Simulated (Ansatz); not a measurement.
**As5Ga4H16 (Ga4As5 zinc blende ring disc) (charge +1): density, localisation and related maps**

```xyz
25

Ga   -1.5354   -1.5394    1.2199
Ga    1.7722   -1.7611   -1.8121
Ga   -1.7764    1.7683   -1.8148
Ga    1.5348    1.5385    1.2222
As   -2.7461    0.0308   -0.2556
As    0.0430   -2.7435   -0.2522
As   -0.0040    0.0023    2.4372
As    2.7496   -0.0381   -0.2426
As   -0.0358    2.7407   -0.2604
H    -2.4060   -2.4140    2.1600
H     0.9526   -0.9355   -2.8402
H     2.8580   -2.8473   -2.0202
H    -2.8639    2.8565   -2.0031
H    -0.9647    0.9533   -2.8571
H     2.4018    2.4154    2.1635
H    -3.6568   -0.8577   -1.0667
H    -3.8014    0.6389    0.6358
H    -0.8397   -3.6601   -1.0628
H     0.6577   -3.7945    0.6398
H     0.7994   -0.7994    3.4301
H    -0.8157    0.8103    3.4182
H     3.7918   -0.6565    0.6568
H     3.6742    0.8444   -1.0442
H    -0.6425    3.8014    0.6254
H     0.8532    3.6463   -1.0765
```

Geometry: r2SCAN-D4/def2-SVP.

Theory: RKS PBE-D4/def2-SVP (Ansatz 0.2.0).

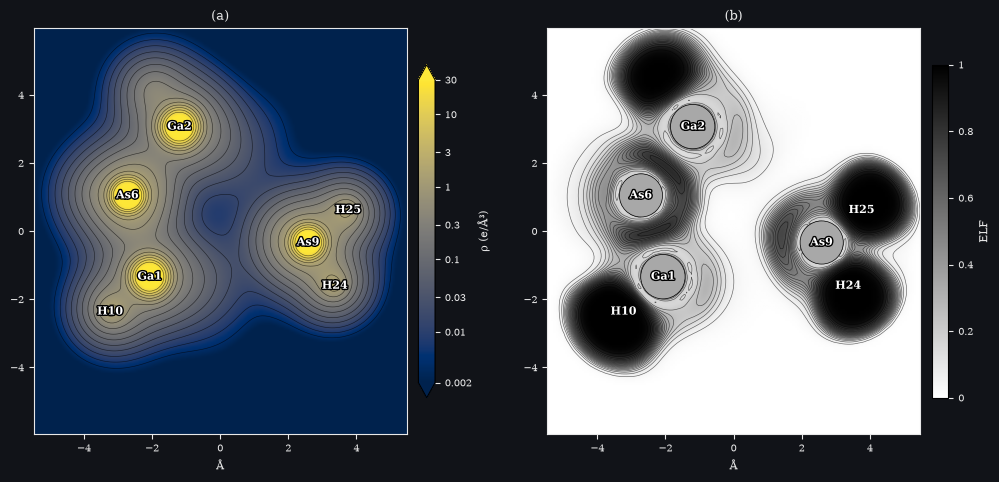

Figure 1. (a) total electron density; (b) electron localisation function on the plane of atoms Ga1, As6 and Ga2. Grey discs cover the atomic cores in the ELF map.

> What does the map show?

Atoms in the plane: Ga, As and H. Ga–As (2.47 Å): ρ is about 0.5 e/Å³ halfway; the ELF peaks at about 0.80 between the atoms; a shared electron pair. As–H (1.51 Å): ρ is about 1.2 e/Å³ halfway; the ELF climbs to about 1 towards the hydrogen, as it does in any bond to H. Ga–As (2.53 Å): the density is about 0.44 e/Å³ at the midpoint; the ELF peaks at about 0.85 between the atoms: a covalent bond. Ga–H (1.55 Å): the density is about 1 e/Å³ at the midpoint; the ELF climbs to about 1 towards the hydrogen.

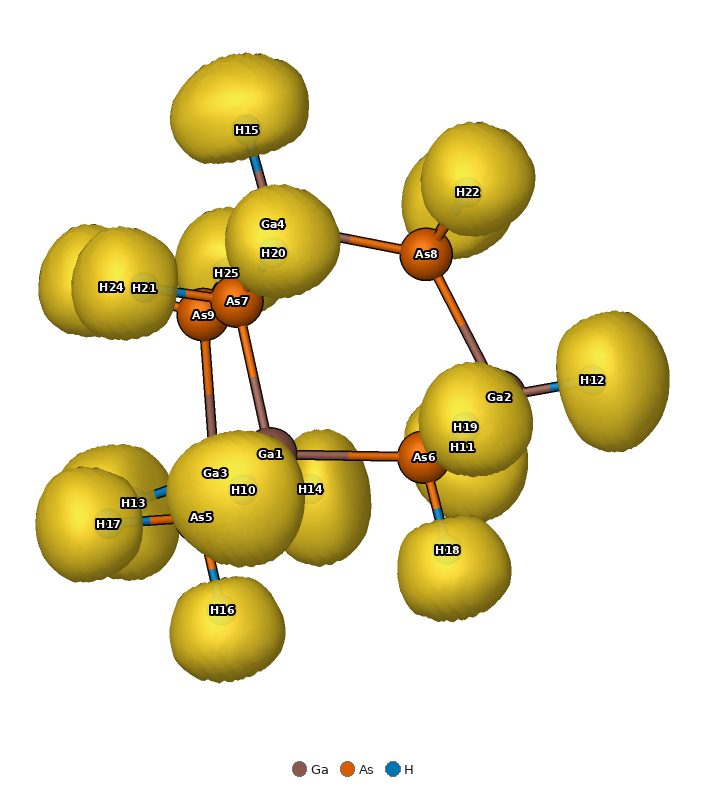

Figure 2. Isosurface of the electron localisation function at 0.9 (yellow), seen at a tilt. Only the valence region is drawn (cores and ρ < 0.01 e/Å³ removed).

> Where are the electrons localised?

The ELF exceeds this value in 16 regions around hydrogen nuclei.

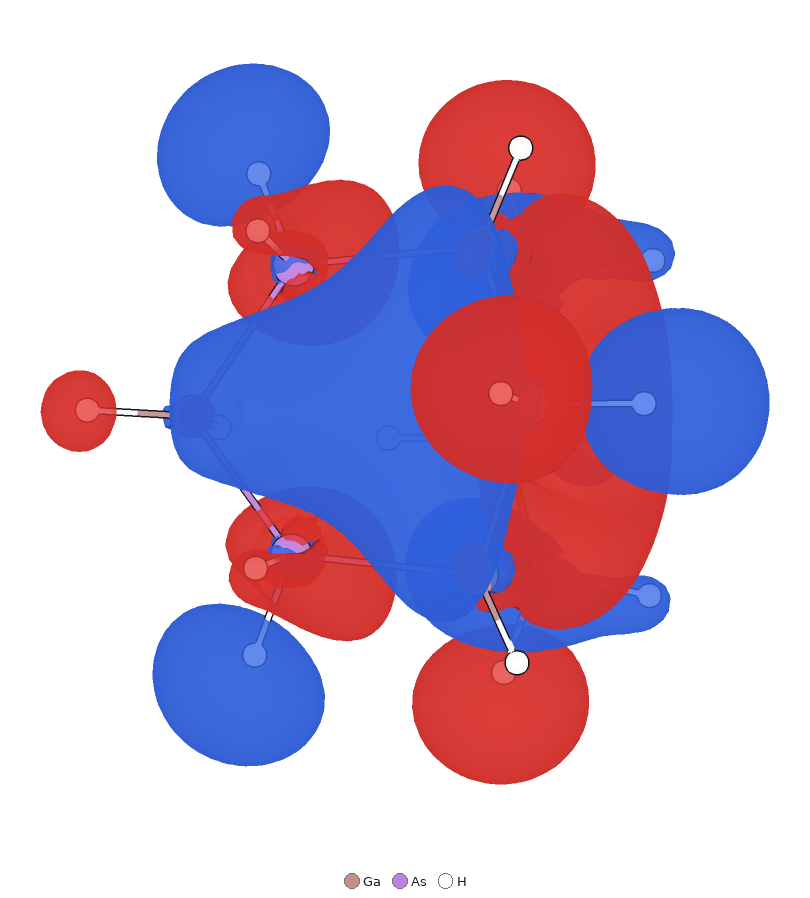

Figure 3. The LUMO at ±0.04 Å⁻³ᐟ² (red and blue are the two phases), seen at a tilt.

> Describe this orbital and give its energy.

By Hirshfeld shares it lies mainly on As7 (about 20 %), As8 (about 5 %), As5 (about 5 %), As6 (about 5 %), As9 (about 5 %), H21 (about 5 %) and H20 (about 5 %). Its energy is −5.16 eV.
